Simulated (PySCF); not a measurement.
C₂H₂F₃O₃S (doublet)

```csv
atom,x (Å),y (Å),z (Å)
O,-1.1930,-1.3815,-0.6457
C,-1.4501,-0.2030,-0.8852
S,-0.1375,0.7740,0.4502
O,0.3447,1.9892,-0.1335
O,-0.6090,0.7958,1.7972
C,1.3575,-0.4554,0.4169
F,2.3573,0.1757,1.0038
F,1.6608,-0.7062,-0.8406
F,1.0768,-1.5604,1.0629
H,-2.3540,0.2779,-0.4683
H,-1.0479,0.2965,-1.7837
```

Geometry: GFN2-xTB.

The calculation used UKS B3LYP, pcH-1 on C F H O S, non-relativistic, mean-field spin-orbit, GIAO (PySCF).

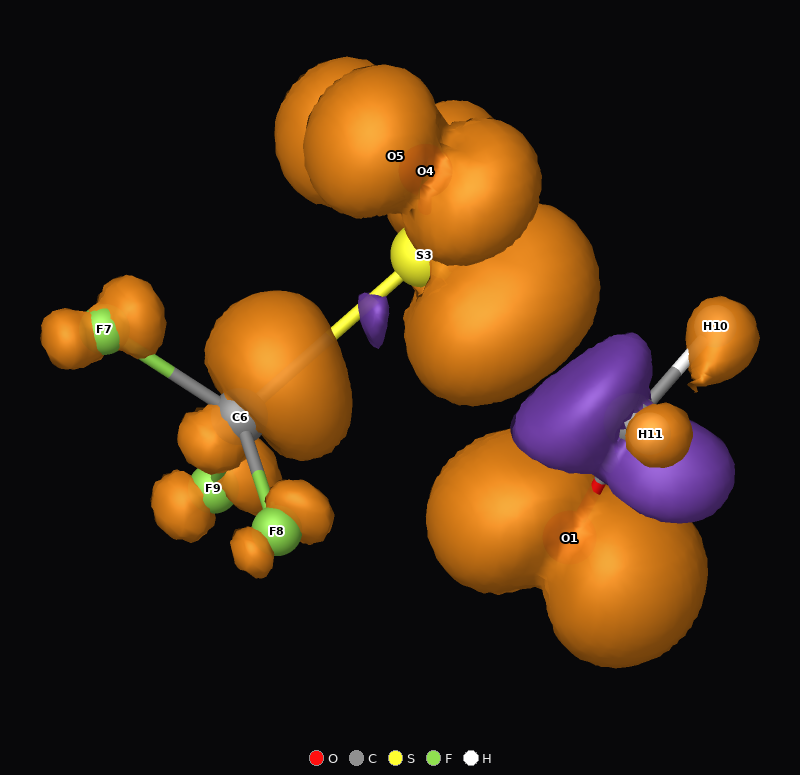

Figure 1. Isosurfaces of the spin density at +0.02 (orange) and −0.02 e/Å³ (purple), seen across its widest extent.

Question: Which atoms carry the spin?

Answer: The unpaired spin (1 electron) lies mostly on O1 (about 0.4), S3 (about 0.2), O4 (about 0.2) and O5 (about 0.1), in electrons by Hirshfeld's partition.

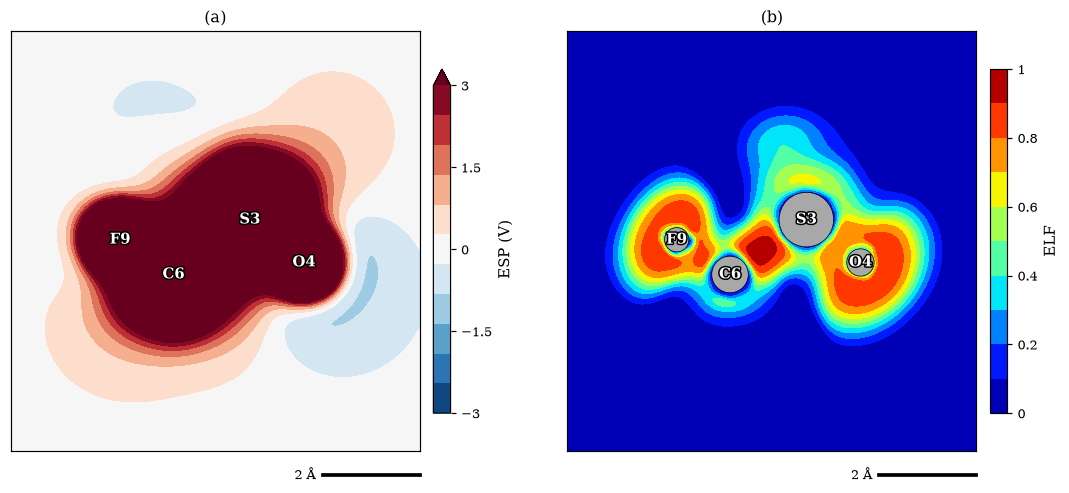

Figure 2. (a) electrostatic potential; (b) electron localisation function on the plane of atoms S3, C6 and F9. Grey discs cover the atomic cores in the ELF map.

Question: What does the map show?

Answer: Atoms in the plane: S, O, C and F. C–F (1.31 Å): the ELF peaks at about 0.85 between the atoms: a polar covalent bond. S–O (1.43 Å): the ELF peaks at about 0.80 between the atoms, as expected for a short, strongly polar bond. C–S (1.94 Å): the ELF peaks at about 0.95 between the atoms: localised, covalent bonding. The ELF also peaks beside O4 and F9, away from the bonds: non-bonding electrons, paired or unpaired. Outside the dense part of the molecule the potential is most negative (−0.9 V) near O4.

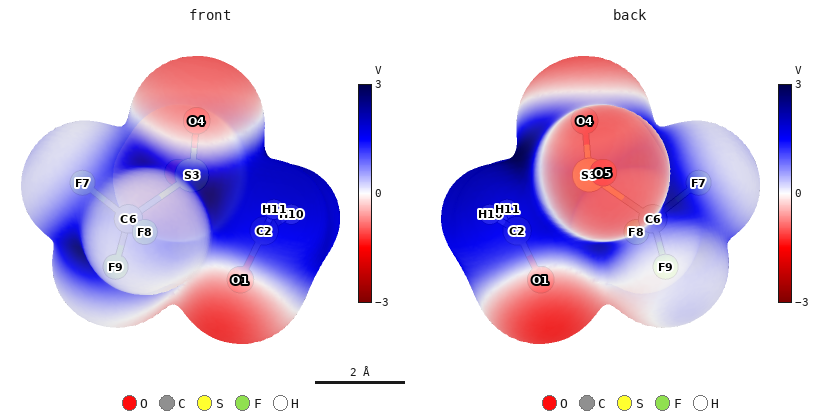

Figure 3. The molecular electrostatic potential painted on the density surface at 0.004 e/bohr³, seen from the front and from behind; red is negative and blue positive.

Question: Where is the surface potential most negative and most positive?

Answer: The most negative region (about −1.3 V) lies over O1, the most positive (about +2.8 V) over C2 and S3. O1 is the likeliest acceptor of a hydrogen bond.
